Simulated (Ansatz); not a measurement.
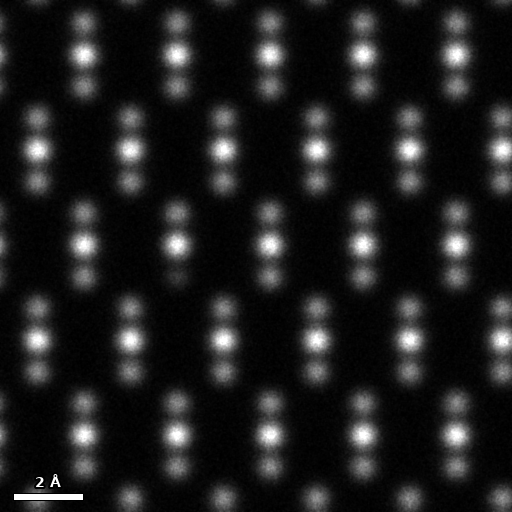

Z-contrast image of Hf (P6_3/mmc, No. 194) along [201]. The image is simulated as a sum over atoms of Z^1.6, blurred by a 0.57 Å probe (no channelling). The probe carries 15 % of its weight in a tail 2.5 times as wide. Shot noise was added.

The sample is 1 repeat (12.0 Å) thick. One point defect was put into the perfect crystal, without relaxing the atoms around it. Brightness is counted from the darkest point of the image. Host structure: the input geometry of an electronic-structure calculation (not necessarily at equilibrium); the starting structure was generated, so it need not be a known form of this composition.

**Where is the defect (in Å from the left and the top edge), and what does its contrast suggest?**

At about 5 Å from the left and 8 Å from the top. The column is dimmer, which points to a vacancy or a lighter atom. The column holds 1 atom (Hf) through the sample, and one Hf atom is replaced by Zr, so its peak drops to about 40 % of that of its equals.
